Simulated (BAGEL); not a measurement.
**C4H7NO (2-methyloxazoline) at HF/STO-3G (density fitting with cc-pvqz-jkfit)**

Aim: the vertical singlet–triplet gap of C4H7NO (2-methyloxazoline) at HF/STO-3G (density fitting with cc-pvqz-jkfit), from 2 runs. 

The calculation is run with BAGEL 1.2.2.

## 1. Starting point

C4H7NO has 13 atoms, charge 0, and is taken as a singlet. As SMILES, `CC1=NCCO1`. The shape is that of a PBE0-D4/def2-TZVP optimisation.

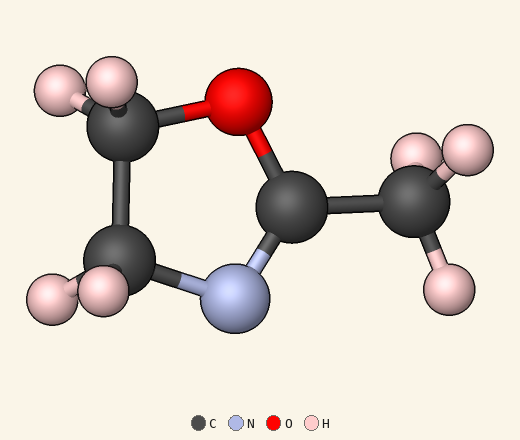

The structure, seen from a chosen angle (carbon dark grey, nitrogen light blue, oxygen red, hydrogen pink).

## 2. The energy at HF/STO-3G (density fitting with cc-pvqz-jkfit)

File hf.json:

```json
{ "bagel" : [

{
  "title" : "molecule",
  "basis" : "sto-3g",
  "df_basis" : "cc-pvqz-jkfit",
  "angstrom" : true,
  "geometry" : [
    { "atom" : "C", "xyz" : [      -1.359820,      -0.816450,       1.439010 ] },
    { "atom" : "C", "xyz" : [      -0.377510,      -0.344290,       0.437550 ] },
    { "atom" : "N", "xyz" : [       0.524080,      -1.035830,      -0.117470 ] },
    { "atom" : "C", "xyz" : [       1.239190,      -0.145560,      -1.023300 ] },
    { "atom" : "C", "xyz" : [       0.543370,       1.217660,      -0.863660 ] },
    { "atom" : "O", "xyz" : [      -0.484280,       0.966720,       0.105630 ] },
    { "atom" : "H", "xyz" : [      -1.197090,      -1.872220,       1.640680 ] },
    { "atom" : "H", "xyz" : [      -2.375960,      -0.662720,       1.069020 ] },
    { "atom" : "H", "xyz" : [      -1.258220,      -0.243200,       2.363190 ] },
    { "atom" : "H", "xyz" : [       2.297590,      -0.110470,      -0.751630 ] },
    { "atom" : "H", "xyz" : [       1.180300,      -0.529250,      -2.045330 ] },
    { "atom" : "H", "xyz" : [       0.070050,       1.576310,      -1.779680 ] },
    { "atom" : "H", "xyz" : [       1.198290,       1.999320,      -0.474030 ] }
  ]
},

{ "title" : "hf" },

{ "title" : "print", "file" : "orbitals.molden", "orbitals" : true }

]}
```

On the command line:

```
$ BAGEL_NUM_THREADS=1 BAGEL hf.json > hf.out
```

What it wrote:

```text
* using 1 threads per process

  ===============================================================
  ===============================================================

  *** Geometry ***

  { "atom" : "C", "xyz" : [     -2.569687,     -1.542867,      2.719335 ] },
  { "atom" : "C", "xyz" : [     -0.713391,     -0.650614,      0.826850 ] },
  { "atom" : "N", "xyz" : [      0.990368,     -1.957435,     -0.221986 ] },
  { "atom" : "C", "xyz" : [      2.341730,     -0.275069,     -1.933757 ] },
  { "atom" : "C", "xyz" : [      1.026820,      2.301044,     -1.632081 ] },
  { "atom" : "O", "xyz" : [     -0.915157,      1.826836,      0.199612 ] },
  { "atom" : "H", "xyz" : [     -2.262172,     -3.537983,      3.100436 ] },
  { "atom" : "H", "xyz" : [     -4.489914,     -1.252359,      2.020155 ] },
  { "atom" : "H", "xyz" : [     -2.377691,     -0.459581,      4.465782 ] },
  { "atom" : "H", "xyz" : [      4.341816,     -0.208758,     -1.420375 ] },
  { "atom" : "H", "xyz" : [      2.230444,     -1.000138,     -3.865114 ] },
  { "atom" : "H", "xyz" : [      0.132375,      2.978794,     -3.363108 ] },
  { "atom" : "H", "xyz" : [      2.264440,      3.778167,     -0.895787 ] },

  Number of auxiliary basis functions:      993

  Since a DF basis is specified, we compute 2- and 3-index integrals:
    o Being stored without compression. Storage requirement is 0.011 GB

  Number of basis functions:       37
  Number of electrons      :       46

    * METHOD: MOLECULE                             1.04

  *** RHF ***

  === Nuclear Repulsion ===
   242.3778604391

      * DIIS with orbital gradients will be used.

  === RHF iteration (sto-3g) ===
      0       -281.16218780          0.01728657           0.07
      1       -281.26538229          0.00818148           0.07
      2       -281.28801397          0.00145890           0.07
      3       -281.28944128          0.00060667           0.07
      4       -281.28969990          0.00018956           0.07
      5       -281.28975180          0.00004559           0.07
      6       -281.28975407          0.00001115           0.07
      7       -281.28975417          0.00000417           0.07
      8       -281.28975418          0.00000096           0.07
      9       -281.28975418          0.00000040           0.07
     10       -281.28975418          0.00000016           0.07
     11       -281.28975418          0.00000004           0.07
     12       -281.28975418          0.00000002           0.07
     13       -281.28975418          0.00000000           0.07
    * SCF iteration converged.

    * Permanent dipole moment:
           (    0.011150,    -0.441684,     0.133427) a.u.

    * METHOD: HF                                   1.14

    * METHOD: PRINT                                0.00

  ===============================================================
```

Run time: 2.4 s. Hardware: 1 thread of Arm Neoverse V2, shared host; peak memory 0.11 GiB.

## 3. The triplet at the same level

File calc.json:

```json
{ "bagel" : [

{
  "title" : "molecule",
  "basis" : "sto-3g",
  "df_basis" : "cc-pvqz-jkfit",
  "angstrom" : "true",
  "geometry" : [
    { "atom" : "C", "xyz" : [      -1.359820,      -0.816450,       1.439010 ] },
    { "atom" : "C", "xyz" : [      -0.377510,      -0.344290,       0.437550 ] },
    { "atom" : "N", "xyz" : [       0.524080,      -1.035830,      -0.117470 ] },
    { "atom" : "C", "xyz" : [       1.239190,      -0.145560,      -1.023300 ] },
    { "atom" : "C", "xyz" : [       0.543370,       1.217660,      -0.863660 ] },
    { "atom" : "O", "xyz" : [      -0.484280,       0.966720,       0.105630 ] },
    { "atom" : "H", "xyz" : [      -1.197090,      -1.872220,       1.640680 ] },
    { "atom" : "H", "xyz" : [      -2.375960,      -0.662720,       1.069020 ] },
    { "atom" : "H", "xyz" : [      -1.258220,      -0.243200,       2.363190 ] },
    { "atom" : "H", "xyz" : [       2.297590,      -0.110470,      -0.751630 ] },
    { "atom" : "H", "xyz" : [       1.180300,      -0.529250,      -2.045330 ] },
    { "atom" : "H", "xyz" : [       0.070050,       1.576310,      -1.779680 ] },
    { "atom" : "H", "xyz" : [       1.198290,       1.999320,      -0.474030 ] }
  ]
},

{
  "title" : "uhf",
  "nopen" : 2
},

{
  "title" : "print",
  "file" : "orbitals.molden",
  "orbitals" : "true"
}

]}
```

On the command line:

```
$ BAGEL_NUM_THREADS=1 BAGEL calc.json > calc.out
```

What it wrote:

```text
* using 1 threads per process

  ===============================================================
  ===============================================================

  *** Geometry ***

  { "atom" : "C", "xyz" : [     -2.569687,     -1.542867,      2.719335 ] },
  { "atom" : "C", "xyz" : [     -0.713391,     -0.650614,      0.826850 ] },
  { "atom" : "N", "xyz" : [      0.990368,     -1.957435,     -0.221986 ] },
  { "atom" : "C", "xyz" : [      2.341730,     -0.275069,     -1.933757 ] },
  { "atom" : "C", "xyz" : [      1.026820,      2.301044,     -1.632081 ] },
  { "atom" : "O", "xyz" : [     -0.915157,      1.826836,      0.199612 ] },
  { "atom" : "H", "xyz" : [     -2.262172,     -3.537983,      3.100436 ] },
  { "atom" : "H", "xyz" : [     -4.489914,     -1.252359,      2.020155 ] },
  { "atom" : "H", "xyz" : [     -2.377691,     -0.459581,      4.465782 ] },
  { "atom" : "H", "xyz" : [      4.341816,     -0.208758,     -1.420375 ] },
  { "atom" : "H", "xyz" : [      2.230444,     -1.000138,     -3.865114 ] },
  { "atom" : "H", "xyz" : [      0.132375,      2.978794,     -3.363108 ] },
  { "atom" : "H", "xyz" : [      2.264440,      3.778167,     -0.895787 ] },

  Number of auxiliary basis functions:      993

  Since a DF basis is specified, we compute 2- and 3-index integrals:
    o Being stored without compression. Storage requirement is 0.011 GB

  Number of basis functions:       37
  Number of electrons      :       46

    * METHOD: MOLECULE                             0.98

  *** Open-shell HF ***

  === Nuclear Repulsion ===
   242.3778604391

      * DIIS with orbital gradients will be used.

  === UHF iteration (sto-3g) ===
      0       -280.99807882          0.02888381           0.14
      1       -281.12015696          0.00972090           0.14
      2       -281.13795662          0.00345010           0.14
      3       -281.14139506          0.00192842           0.14
      4       -281.14344924          0.00110812           0.14
      5       -281.14449153          0.00051777           0.14
      6       -281.14472414          0.00014684           0.14
      7       -281.14472862          0.00006086           0.14
      8       -281.14473254          0.00000833           0.14
      9       -281.14473325          0.00000314           0.14
     10       -281.14473356          0.00000138           0.15
     11       -281.14473370          0.00000065           0.14
     12       -281.14473373          0.00000017           0.14
     13       -281.14473374          0.00000008           0.15
     14       -281.14473374          0.00000003           0.15
     15       -281.14473374          0.00000001           0.15
    * SCF iteration converged.

    * S^2 (UHF) is 2.0146

    * Permanent dipole moment:
           (   -0.342180,    -0.417642,     0.430810) a.u.

    * METHOD: UHF                                  2.45

    * METHOD: PRINT                                0.00

  ===============================================================
```

Wall time 3.6 s (1 thread of Arm Neoverse V2, shared host); peak memory 0.11 GiB.

## 4. Summary of results

At HF/STO-3G (density fitting with cc-pvqz-jkfit):

| quantity | value |
| --- | --- |
| singlet: total energy | -281.28975 Eh |
| singlet: dipole moment | 1.17 D |
| singlet: HOMO energy | -7.86 eV |
| singlet: LUMO energy | 8.56 eV |
| singlet: HOMO–LUMO gap | 16.42 eV |
| triplet: total energy | -281.14473 Eh |
| triplet: dipole moment | 1.76 D |
| triplet: ⟨S²⟩ | 2.015 |
| vertical energy of the triplet above the singlet | 3.946 eV |

**Reading.** At this shape the triplet lies 3.95 eV (91 kcal/mol) above the singlet. In a minimal basis such a difference can be off by several eV, whatever the method.
